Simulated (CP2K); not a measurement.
# AlPNH4OF (SMILES [NH2][Al]([F])[PH]O): GFN2-xTB

Aim: the energy change on altering one bond length of AlPNH4OF at GFN2-xTB, from 2 runs. 

Program for the calculation: CP2K 2026.2.

2 further runs of the same task are left out: 2 that didn't finish. Runs told in other sessions of the task aren't counted.

## (1) Starting point

The species is AlPNH4OF (9 atoms), meant as a singlet with charge 0. As SMILES, `[NH2][Al]([F])[PH]O`. Geometry: relaxed at PBE0-D4/def2-TZVP. This is one conformer, not always the lowest.

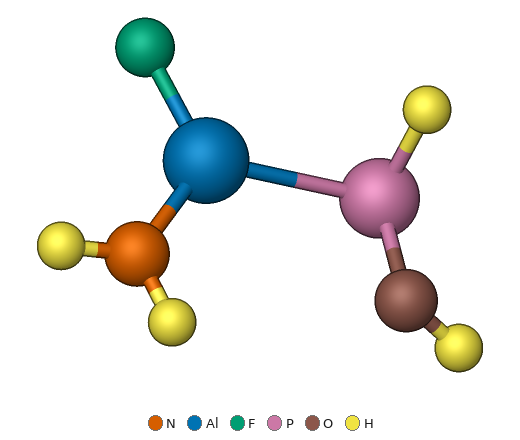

The structure, seen from a chosen angle (nitrogen orange, aluminium blue, fluorine teal, phosphorus pink, oxygen brown, hydrogen yellow).

## (2) The energy at GFN2-xTB

Contents of gas.inp:

```
&GLOBAL
  PROJECT_NAME gas
  RUN_TYPE ENERGY
  PRINT_LEVEL MEDIUM
&END GLOBAL

&FORCE_EVAL
  METHOD Quickstep
  &DFT
    &QS
      METHOD XTB
      EPS_DEFAULT 1.0E-10
      &XTB
        GFN_TYPE TBLITE
        &TBLITE
          METHOD GFN2
        &END TBLITE
        CHECK_ATOMIC_CHARGES F
      &END XTB
    &END QS
    &POISSON
      PERIODIC NONE
      POISSON_SOLVER ANALYTIC
    &END POISSON
    &SCF
      SCF_GUESS ATOMIC
      EPS_SCF 1.0E-07
      MAX_SCF 150
      ADDED_MOS 4
      &DIAGONALIZATION
        ALGORITHM STANDARD
      &END DIAGONALIZATION
      &MIXING
        METHOD DIRECT_P_MIXING
        ALPHA 0.4
      &END MIXING
      &SMEAR ON
        METHOD FERMI_DIRAC
        ELECTRONIC_TEMPERATURE [K] 300
      &END SMEAR
    &END SCF
    &PRINT
      &MOMENTS
        PERIODIC F
        REFERENCE COM
        MAX_MOMENT 1
      &END MOMENTS
      &MO ON
        ENERGIES T
        OCCUPATION_NUMBERS T
        NDIGITS 6
        &EACH
          QS_SCF 0
        &END EACH
        ADD_LAST NUMERIC
      &END MO
      &HIRSHFELD OFF
      &END HIRSHFELD
    &END PRINT
  &END DFT
  &SUBSYS
    &CELL
      ABC 17.1 15.4 14.3
      PERIODIC NONE
    &END CELL
    &COORD
      N     10.152400     8.681950     6.871350
      Al     9.545600     7.104450     7.342350
      F     10.568500     5.999950     8.023150
      P      7.340500     6.481250     6.898750
      O      6.773300     8.028450     6.585650
      H      9.557100     9.400050     6.491250
      H     11.094900     9.016250     6.984750
      H      7.020000     6.367150     8.287450
      H      6.005100     7.970350     6.012550
    &END COORD
  &END SUBSYS
&END FORCE_EVAL
```

Started as:

```sh
$ OMP_NUM_THREADS=1 cp2k.psmp -i gas.inp > gas.out 2>&1
```

The program printed, cut to the lines that bear on the results:

```text
CP2K| version string:                                       CP2K version 2026.2
[...]
 GLOBAL| Method name                                                        CP2K
[...]
 GLOBAL| Run type                                                         ENERGY
[...]
                             - Atoms:                                          9
[...]
                             - Spherical basis functions:                     34
[...]
 Number of electrons:                                                         30
[...]
  *** SCF run converged in    19 steps ***
[...]
  Fermi energy:                                                -0.26997125375347
[...]
 TB_DIPOLE| Moment [Debye]         -1.75357880       1.04293804      -1.34899400
 TB_DIPOLE| Derivative [a.u.]       0.00000000       0.00000000       0.00000000
[...]
 ENERGY| Total FORCE_EVAL ( QS ) energy [hartree]            -17.475631028272922
[...]
```

Wall time 0.22 s (1 thread of Arm Neoverse V2, shared host).

## (3) The distorted shape at the same level

Contents of gas.inp:

```
&GLOBAL
   PROJECT gas
   RUN_TYPE ENERGY
   PRINT_LEVEL MEDIUM
&END

&FORCE_EVAL
   METHOD Quickstep
   &DFT
      CHARGE 0
      MULTIPLICITY 1
      &QS
         METHOD XTB
         EPS_DEFAULT 1.0E-10
         &XTB
            GFN_TYPE TBLITE
            &TBLITE
               METHOD GFN2
            &END
            CHECK_ATOMIC_CHARGES F
         &END
      &END
      # no periodic images
      &POISSON
         PERIODIC NONE
         POISSON_SOLVER ANALYTIC
      &END
      # self-consistent field
      &SCF
         SCF_GUESS ATOMIC
         EPS_SCF 1.0E-07
         MAX_SCF 150
         ADDED_MOS 4
         &DIAGONALIZATION
            ALGORITHM STANDARD
         &END
         &MIXING
            METHOD DIRECT_P_MIXING
            ALPHA 0.4
         &END
         &SMEAR ON
            METHOD FERMI_DIRAC
            ELECTRONIC_TEMPERATURE [K] 300
         &END
      &END
      &PRINT
         &MOMENTS
            PERIODIC F
            REFERENCE COM
            MAX_MOMENT 1
         &END
         &MO ON
            ENERGIES T
            OCCUPATION_NUMBERS T
            NDIGITS 6
            &EACH
               QS_SCF 0
            &END
            ADD_LAST NUMERIC
         &END
         &HIRSHFELD OFF
         &END
      &END
   &END
   &SUBSYS
      &CELL
         ABC [angstrom] 17.1 15.4 14.7
         PERIODIC NONE
      &END
      &COORD
         N     10.152400     8.681950     6.863042
         Al     9.545600     7.104450     7.334042
         F     10.568500     5.999950     8.014842
         P      7.340500     6.481250     6.890442
         O      6.773300     8.028450     6.577342
         H      9.557100     9.400050     6.482942
         H     11.094900     9.016250     6.976442
         H      6.923849     6.332920     8.695758
         H      6.005100     7.970350     6.004242
      &END
   &END
&END
```

Started as:

```sh
$ OMP_NUM_THREADS=1 cp2k.psmp -i gas.inp > gas.out 2>&1
```

The program printed, cut to the lines that bear on the results:

```text
CP2K| version string:                                       CP2K version 2026.2
[...]
 GLOBAL| Method name                                                        CP2K
[...]
 GLOBAL| Run type                                                         ENERGY
[...]
                             - Atoms:                                          9
[...]
                             - Spherical basis functions:                     34
[...]
 Number of electrons:                                                         30
[...]
  *** SCF run converged in    19 steps ***
[...]
  Fermi energy:                                                -0.28049800007120
[...]
 TB_DIPOLE| Moment [Debye]         -1.58176367       1.14944986      -2.29702407
 TB_DIPOLE| Derivative [a.u.]       0.00000000       0.00000000       0.00000000
[...]
 ENERGY| Total FORCE_EVAL ( QS ) energy [hartree]            -17.450020658476003
[...]
```

Wall time 0.22 s (1 thread of Arm Neoverse V2, shared host).

## (4) Outcome

Level: GFN2-xTB.

| quantity | value |
| --- | --- |
| first shape: total energy | -17.47563 Eh |
| first shape: dipole moment (from atomic charges alone) | 2.45 D |
| first shape: HOMO energy | -10.06 eV |
| first shape: LUMO energy | -6.45 eV |
| first shape: HOMO–LUMO gap | 3.61 eV |
| first shape: dispersion energy | -12.44 kJ/mol |
| distorted shape: total energy | -17.45002 Eh |
| distorted shape: dipole moment (from atomic charges alone) | 3.02 D |
| distorted shape: HOMO energy | -10.07 eV |
| distorted shape: LUMO energy | -6.74 eV |
| distorted shape: HOMO–LUMO gap | 3.33 eV |
| distorted shape: dispersion energy | -13.32 kJ/mol |
| energy change with the P4–H8 bond stretched from 1.430 to 1.859 Å | 0.697 eV |

What this shows: With the P4–H8 bond stretched from 1.430 to 1.859 Å the energy rises by 0.70 eV (67.2 kJ/mol). The first shape isn't relaxed at this level, so the change isn't measured from a minimum. The dipole (first shape) comes from point charges on the atoms alone, without atomic dipoles, so it is partial. The dipole (distorted shape) comes from point charges on the atoms alone, without atomic dipoles, so it is partial.
